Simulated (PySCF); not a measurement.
## Electronic structure of C$_{7}$H$_{15}$NSi in real space

```xyz
24

C    -2.9404    0.0476   -0.7601
C    -2.0021    1.1603   -0.2713
C    -1.1146    0.1032    0.4038
N     0.2912    0.1906    0.1726
C     1.1125   -0.7158    0.9547
C     2.5666   -0.3172    0.7314
C     2.7383   -0.0188   -0.7551
Si    1.0883    0.7920   -1.2257
C    -1.9034   -1.0031   -0.3412
H    -3.8619   -0.0144   -0.1847
H    -3.1873    0.0719   -1.8191
H    -2.4373    1.9063    0.3901
H    -1.4841    1.6632   -1.0826
H    -1.2910    0.0572    1.4858
H     0.8387   -0.6359    2.0134
H     0.9478   -1.7579    0.6449
H     2.7701    0.5896    1.3034
H     3.2412   -1.1009    1.0811
H     2.8866   -0.9458   -1.3081
H     3.6113    0.6030   -0.9346
H     0.6016    0.3091   -2.5271
H     1.1200    2.2601   -1.2156
H    -1.3354   -1.3961   -1.1816
H    -2.2686   -1.8284    0.2665
```

Geometry: GFN2-xTB.

Level of theory: PySCF 2.14.0, PBE0/pcSseg-1, SCF density, gas phase, non-relativistic.

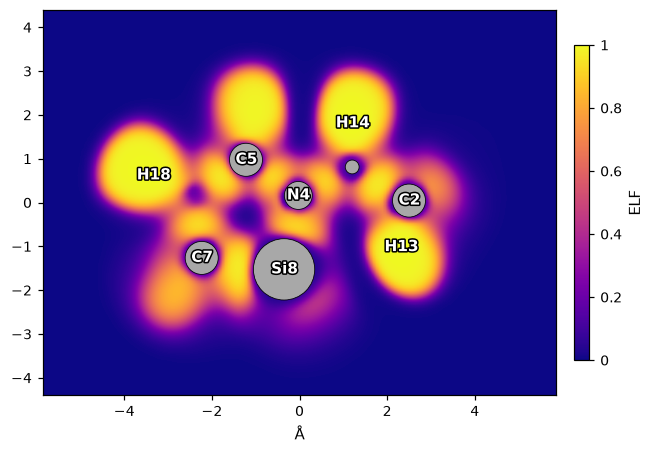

Figure 1. ELF on the plane of atoms N4, Si8 and C7. Grey discs cover the atomic cores.

> What does the map show?

The section cuts through C, N, Si and H sites. C–N (1.45 Å): the ELF peaks at about 0.90 between the atoms; localised, covalent bonding. Si–N (1.72 Å): the ELF peaks at about 0.90 between the atoms: a shared but strongly polarised pair. C–Si (1.90 Å): the ELF peaks at about 0.95 between the atoms (a covalent bond). C–H (1.09 Å): the ELF climbs to about 1 towards the hydrogen, as it does in any bond to H (an ordinary covalent bond to hydrogen).

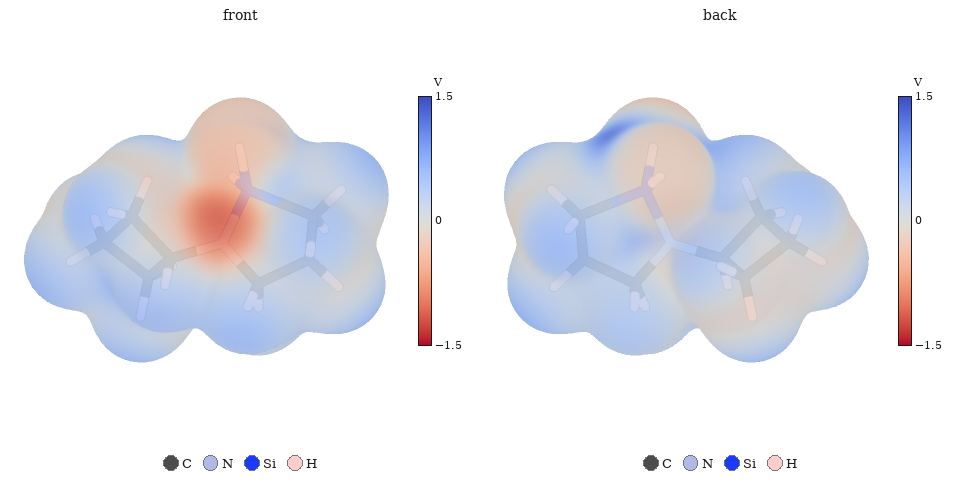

Figure 2. The electrostatic potential painted on the density surface at 0.002 e/bohr³, seen from the front and from behind; red is negative and blue positive.

> Describe the electrostatic potential map.

The most negative region (about −1.0 V, or −23 kcal/mol for a unit charge) lies over N4, the most positive (about +0.9 V, or +21 kcal/mol for a unit charge) over Si8. N4 is the likeliest acceptor of a hydrogen bond.

> What dipole moment does the calculation give?

Its dipole moment is 0.74 D.
